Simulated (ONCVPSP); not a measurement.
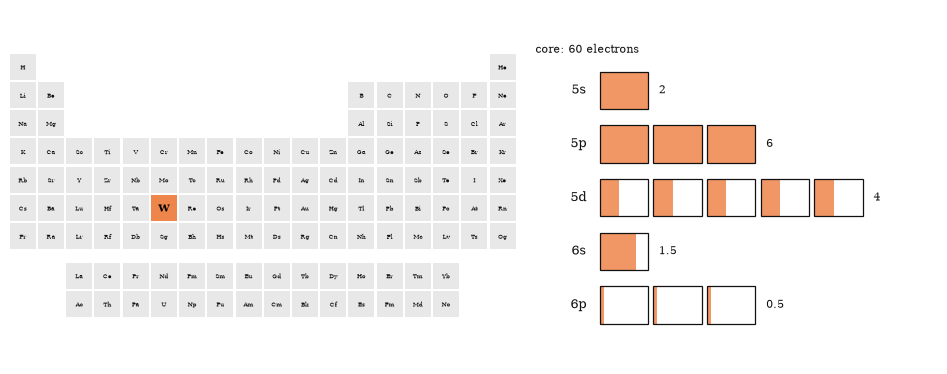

**Figure 1.** Left, the place of tungsten in the periodic table; right, the valence shells of the reference configuration: a box for each of the 2l + 1 orbitals, shaded by the share of the shell that is filled, with the electron count at the right.

**Pseudopotential generation, with input and output: W**

Tungsten (W, Z = 74), core [Kr] 4d10 4f14, reference valence 5s2 5p6 5d4 6s1.5 6p0.5, valence charge 14. Computed at this level: ONCV potential, PBEsol, scalar-relativistic, made with ONCVPSP 4.0.1.

Results in brief:

- outcome: generated
- cutoffs needed: 22 Ha and 25 Ha (the cutoffs at which the residual kinetic energy of the hardest occupied pseudo-wave falls to 1 and 0.1 mHa per electron)
- ghost test: no bound ghost flagged; no localised positive-energy state flagged
- configuration tests: 1 of 4 tests not solved
- largest excitation error among the tests solved: -6.0 meV (all-electron minus pseudo) for 5s2 5p6 5d4 6s0 6p0
- range over which the phases arctan(r R′/R) at the test radius agree within 0.05 rad (a looser test near the poles than one of phase shifts): s: over the whole range computed; p: over the whole range computed; d: over the whole range computed; f: not judged, local potential alone
- hardware: 1 CPU thread, shared host
- wall time: 4.4 s

Remarks:

Warnings of the program, in the generation or the tests: psatom: WARNING lschvkbb convergence error n,l,iter= 3 1 3.

Input:
```
# ATOM AND REFERENCE CONFIGURATION
# atsym  z   nc   nv     iexc    psfile
  W 74.00   10    5  -116133      upf
#
#   n    l    f
    1    0    2.00
    2    0    2.00
    2    1    6.00
    3    0    2.00
    3    1    6.00
    3    2   10.00
    4    0    2.00
    4    1    6.00
    4    2   10.00
    4    3   14.00
    5    0    2.00
    5    1    6.00
    5    2    4.00
    6    0    1.50
    6    1    0.50
#
# PSEUDOPOTENTIAL AND OPTIMIZATION
# lmax
    2
#
#   l,   rc,      ep,       ncon, nbas, qcut
    0    1.75    0.00    4    9    8.20
    1    2.00    0.00    5    8    7.20
    2    2.45    0.00    4    9    7.50
#
# LOCAL POTENTIAL
# lloc, lpopt,  rc(5),   dvloc0
    4    5    1.45    6.00
#
# VANDERBILT-KLEINMAN-BYLANDER PROJECTORs
# l, nproj, debl
    0    2    3.90
    1    2    0.50
    2    1    1.90
#
# MODEL CORE CHARGE
# icmod, fcfact, rcfact
    0    0.00    0.00
#
# LOG DERIVATIVE ANALYSIS
# epsh1, epsh2, depsh
   -4.00    5.00    0.02
#
# OUTPUT GRID
# rlmax, drl
    6.00    0.01
#
# TEST CONFIGURATIONS
# ncnf
    4
# nvcnf
#   n    l    f
    5
    5    0    2.00
    5    1    6.00
    5    2    4.00
    6    0    2.00
    6    1    0.00
#
    5
    5    0    2.00
    5    1    6.00
    5    2    4.00
    6    0    1.00
    6    1    0.00
#
    5
    5    0    2.00
    5    1    6.00
    5    2    4.00
    6    0    0.00
    6    1    0.00
#
    5
    5    0    2.00
    5    1    6.00
    5    2    2.00
    6    0    0.00
    6    1    0.00
#
```

Run as:
```bash
oncvpsp.x < W.dat > W.out
```

The program's output (extracts):
```
ONCVPSP  (Optimized Norm-Conservinng Vanderbilt PSeudopotential)
scalar-relativistic version 4.0.1

#   n    l    f        energy (Ha)
    1    0    2.00    -2.5531011E+03
    2    0    2.00    -4.4069376E+02
    2    1    6.00    -3.8542622E+02
    3    0    2.00    -1.0150972E+02
    3    1    6.00    -8.5146499E+01
    3    2   10.00    -6.6326488E+01
    4    0    2.00    -2.0953349E+01
    4    1    6.00    -1.5586019E+01
    4    2   10.00    -8.7865317E+00
    4    3   14.00    -1.2518599E+00
    5    0    2.00    -2.9376460E+00
    5    1    6.00    -1.6189157E+00
    5    2    4.00    -1.9284082E-01
    6    0    1.50    -2.3145044E-01
    6    1    0.50    -6.4282780E-02

Reference configufation results
  iterations    32
  all-electron total energy (Ha)   -1.61376845D+04

Begin loop to  construct optimized pseudo wave functions
and semi-local pseudopoentials for all angular momenta

Calculating optimized projector #   1

 for l=   0

    Fraction of norm inside rc  0.957966
    Optimizing pswf for qcut=   8.19 a_B^-1,  ecut=  33.56 Ha
    Residual kinetic energy error=  9.82D-08 Ha

    Energy error per electron        Cutoff
         Ha          eV             Ha
         0.01000     0.27211       16.51
         0.00100     0.02721       21.52
         0.00010     0.00272       25.38
         0.00001     0.00027       28.53

Calculating optimized projector #   2

 for l=   0

    Fraction of norm inside rc  0.070836
    Optimizing pswf for qcut=   8.19 a_B^-1,  ecut=  33.56 Ha
    Residual kinetic energy error=  1.44D-07 Ha

    Energy error per electron        Cutoff
         Ha          eV             Ha
         0.01000     0.27211       13.32
         0.00100     0.02721       19.69
         0.00010     0.00272       24.57
         0.00001     0.00027       28.29

Calculating optimized projector #   1

 for l=   1

    Fraction of norm inside rc  0.940567
    Optimizing pswf for qcut=   7.20 a_B^-1,  ecut=  25.95 Ha
    Residual kinetic energy error=  6.38D-06 Ha

    Energy error per electron        Cutoff
         Ha          eV             Ha
         0.01000     0.27211        8.50
         0.00100     0.02721       15.19
         0.00010     0.00272       21.27
         0.00001     0.00027       25.53

Calculating optimized projector #   2

 for l=   1

    Fraction of norm inside rc  0.032184
    Optimizing pswf for qcut=   7.20 a_B^-1,  ecut=  25.95 Ha
    Residual kinetic energy error=  1.85D-06 Ha

    Energy error per electron        Cutoff
         Ha          eV             Ha
         0.01000     0.27211        5.89
         0.00100     0.02721        8.69
         0.00010     0.00272       17.58
         0.00001     0.00027       22.86

Calculating optimized projector #   1

 for l=   2

    Fraction of norm inside rc  0.734639
    Optimizing pswf for qcut=   7.50 a_B^-1,  ecut=  28.13 Ha
    Residual kinetic energy error=  1.32D-09 Ha

    Energy error per electron        Cutoff
         Ha          eV             Ha
         0.01000     0.27211       10.86
         0.00100     0.02721       14.56
         0.00010     0.00272       17.85
         0.00001     0.00027       20.60

Construct Vanderbilt / Kleinmman-Bylander projectors

B matrix Hermiticity error, ll=   0
   1   2    3.6752E-04

  Orthonormal projector coefficients  8.5809E+00 -1.5159E+00

B matrix Hermiticity error, ll=   1
   1   2    1.1403E-04

  Orthonormal projector coefficients  1.4382E+00 -1.2754E+00

Pseudoatom total energy  -68.052219

Diagnostic tests using Vanderbilt-Kleinman-Bylander pseudopotentials
  1 or more projectors used as specified by nproj input data

   l    rcore       rmatch      e in        delta e   norm test  slope test

   0   1.7535983   1.8068413  -2.9376460   0.0000026   1.0002389   1.0002268
   0   1.7535983   1.8068413  -0.2314504   0.0000037   1.0000367   1.0000304

   1   2.0002565   2.0609886  -1.6189157   0.0000017   1.0001628   1.0001631
   1   2.0002565   2.0609886  -0.0642828   0.0000019   1.0000354   1.0000293

   2   2.4514161   2.5258464  -0.1928408  -0.0000005   0.9999993   1.0000041

 Testing for bound ghosts
   n   l    E NL Schr. Eq   E Basis Diag.   E Cutoff

   1   0       -2.937643       -2.937642    114.18
   2   0       -0.231447       -0.192444    114.18

   2   1       -1.618914       -1.618910     76.13
   3   1       -0.064281        0.003406     76.13

   3   2       -0.192841       -0.192309     57.37

 Testing for highly-localized positive-energy ghosts
       l    <radius>/rc     E Basis Diag.   E Cutoff

Test configuration 0

   n   l     f        eae           eps        diff
   1   0  2.0000-2553.10108289
   2   0  2.0000 -440.69376202
   2   1  6.0000 -385.42621619
   3   0  2.0000 -101.50972246
   3   1  6.0000  -85.14649920
   3   2 10.0000  -66.32648847
   4   0  2.0000  -20.95334924
   4   1  6.0000  -15.58601941
   4   2 10.0000   -8.78653175
   4   3 14.0000   -1.25185993
   5   0  2.0000   -2.93764600   -2.93764339    2.61D-06
   5   1  6.0000   -1.61891566   -1.61891394    1.72D-06
   5   2  4.0000   -0.19284082   -0.19284136   -5.35D-07
   6   0  1.5000   -0.23145044   -0.23144678    3.66D-06
   6   1  0.5000   -0.06428278   -0.06428090    1.88D-06

    Total energies and differences
      AE_ref= -1.61376845D+04  AE_tst= -1.61376845D+04  dif=  0.00D+00
      PS_ref= -6.80522185D+01  PS_tst= -6.80522185D+01  dif=  3.84D-13
      PSP excitation error= -3.84D-13

Test configuration 1

   n   l     f        eae           eps        diff
   1   0  2.0000-2553.07035594
   2   0  2.0000 -440.66351666
   2   1  6.0000 -385.39597653
   3   0  2.0000 -101.47934596
   3   1  6.0000  -85.11612531
   3   2 10.0000  -66.29615277
   4   0  2.0000  -20.92291347
   4   1  6.0000  -15.55559620
   4   2 10.0000   -8.75614341
   4   3 14.0000   -1.22148396
   5   0  2.0000   -2.90716324   -2.90698434    1.79D-04
   5   1  6.0000   -1.58836548   -1.58827697    8.85D-05
   5   2  4.0000   -0.16581476   -0.16582327   -8.52D-06
   6   0  2.0000   -0.21116774   -0.21116141    6.33D-06

    Total energies and differences
      AE_ref= -1.61376845D+04  AE_tst= -1.61377668D+04  dif= -8.23D-02
      PS_ref= -6.80522185D+01  PS_tst= -6.81345356D+01  dif= -8.23D-02
      PSP excitation error=  2.28D-05

Test configuration 2

   n   l     f        eae           eps        diff
   1   0  2.0000-2553.34794314
   2   0  2.0000 -440.93914128
   2   1  6.0000 -385.67166444
   3   0  2.0000 -101.75520246
   3   1  6.0000  -85.39198435
   3   2 10.0000  -66.57187193
   4   0  2.0000  -21.19886373
   4   1  6.0000  -15.83150839
   4   2 10.0000   -9.03193799
   4   3 14.0000   -1.49722056
   5   0  2.0000   -3.18310347   -3.18342385   -3.20D-04
   5   1  6.0000   -1.86511545   -1.86525774   -1.42D-04
   5   2  4.0000   -0.43272265   -0.43270101    2.16D-05
   6   0  1.0000   -0.44926419   -0.44926225    1.95D-06

    Total energies and differences
      AE_ref= -1.61376845D+04  AE_tst= -1.61374388D+04  dif=  2.46D-01
      PS_ref= -6.80522185D+01  PS_tst= -6.78064280D+01  dif=  2.46D-01
      PSP excitation error= -9.44D-05

Test configuration 3

   n   l     f        eae           eps        diff
   1   0  2.0000-2553.66649533
   2   0  2.0000 -441.25502651
   2   1  6.0000 -385.98764635
   3   0  2.0000 -102.07105197
   3   1  6.0000  -85.70783942
   3   2 10.0000  -66.88758844
   4   0  2.0000  -21.51478328
   4   1  6.0000  -16.14738693
   4   2 10.0000   -9.34766730
   4   3 14.0000   -1.81273455
   5   0  2.0000   -3.49822522   -3.49941792   -1.19D-03
   5   1  6.0000   -2.18009576   -2.18067193   -5.76D-04
   5   2  4.0000   -0.73153378   -0.73140102    1.33D-04

    Total energies and differences
      AE_ref= -1.61376845D+04  AE_tst= -1.61368620D+04  dif=  8.23D-01
      PS_ref= -6.80522185D+01  PS_tst= -6.72294839D+01  dif=  8.23D-01
      PSP excitation error= -2.22D-04

Test configuration 4

psatom: WARNING lschvkbb convergence error n,l,iter=   3   1   3
ea(ii),et,emin,emax -6.428090E-02 -7.070899E-02 -7.070899E-02 -7.070899E-02
run_config: WARNING for fully non-local PS atom, stg. 1
 WARNING no output for configuration 5
```

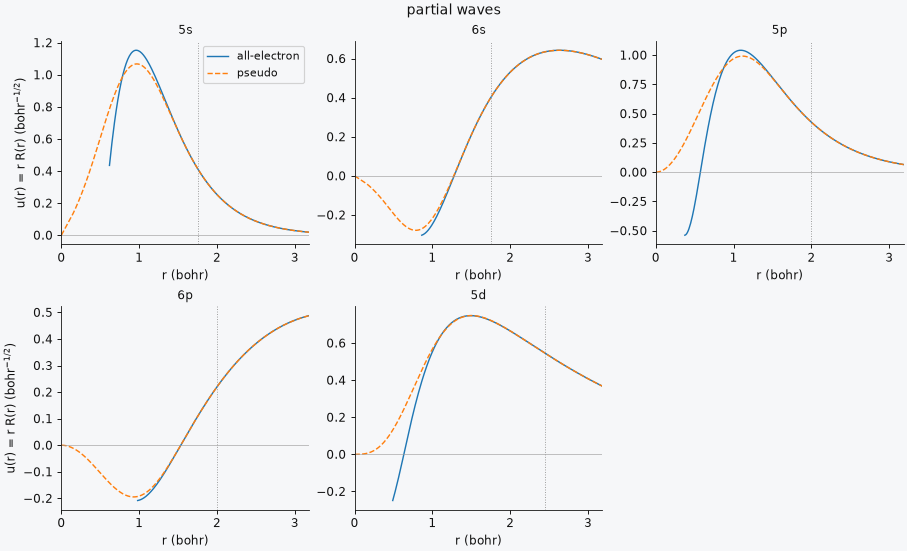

**Figure 2.** All-electron valence functions (solid) with their pseudo partners (dashed). Dotted lines mark the matching radii. The innermost oscillations of some all-electron curves aren't drawn. Pseudo-waves: 5s has no node; 6s has a node at about 1.3 bohr; 5p has no node; 6p has a node at about 1.5 bohr; 5d has no node. A node in 6s and 6p is expected, since a lower shell of the same l is also in the valence and the two must stay orthogonal.

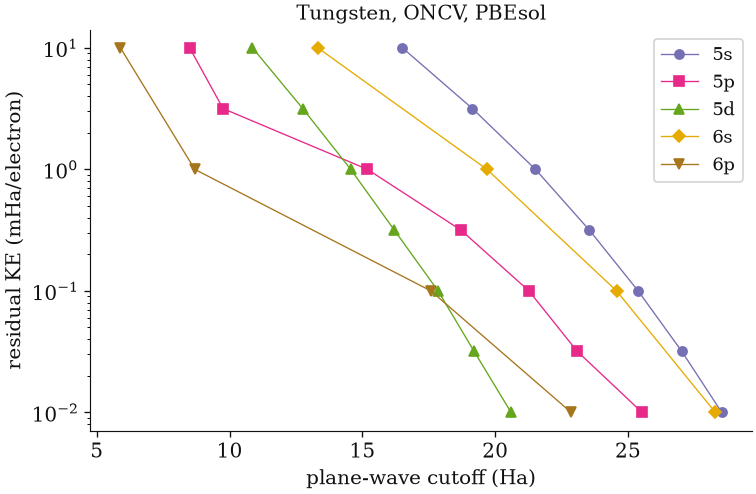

**Figure 3.** Residual kinetic energy of the pseudo-waves (the first of each channel, and further valence shells) beyond the plane-wave cutoff, as the generator prints it.

- Cutoffs for the occupied states: 22 Ha for 1 mHa and 25 Ha for 0.1 mHa per electron. The first is set by 5s.
- Cutoffs for 1 mHa per electron: 5s: 22 Ha; 6s: 20 Ha; 5p: 15 Ha; 5d: 15 Ha; 6p: 8.7 Ha.

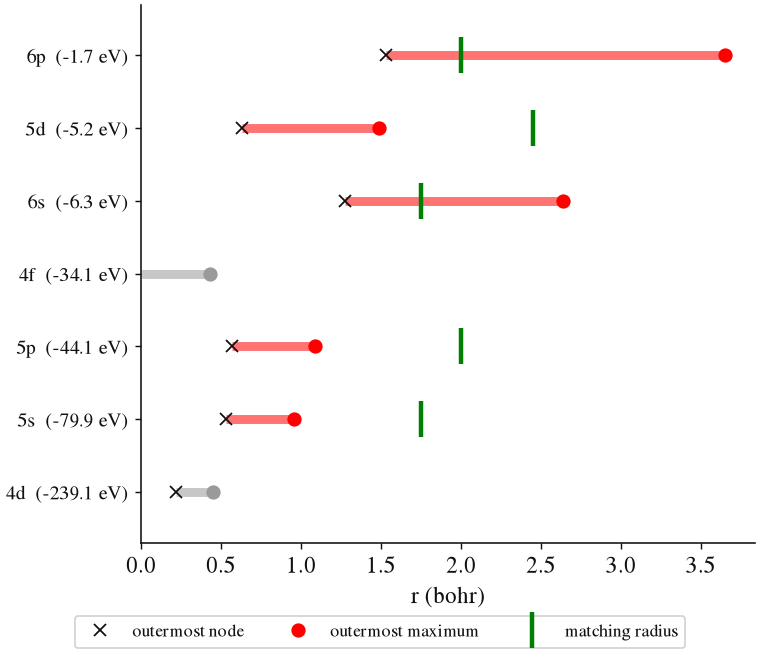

**Figure 4.** Outer shells of the all-electron reference atom: each bar runs from the outermost node (or the nucleus) to the outermost maximum of u(r); the tick is the radius chosen for the pseudo-wave. Shells without a tick have no pseudo-wave of their own. Levels, nodes and maxima are from ld1.x, scalar-relativistic.

- Radii against the shells: 5s: 1.75 bohr, outside the maximum; 5p: 2.00 bohr, outside the maximum; 6s: 1.75 bohr, between node and maximum; 5d: 2.45 bohr, outside the maximum; 6p: 2.00 bohr, between node and maximum.
